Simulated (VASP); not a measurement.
Band structure of TiB₂ (AlB2 type). Level of theory: AM05 GGA, VASP's PBE PAW potentials (set 64) (plane waves; VASP).

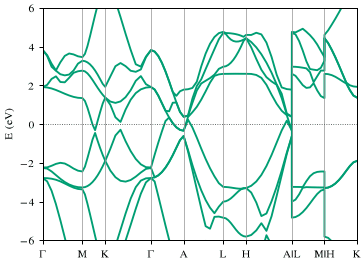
Bands along high-symmetry lines, zero at the valence-band maximum or, without a gap, the Fermi level

Read the plot: is there a gap, and where are the band edges?

It has no gap at this level: it comes out as a metal or semimetal. (Edges off the drawn lines would not show.)

The compound is TiB2 in the AlB2 type structure. It was relaxed first.
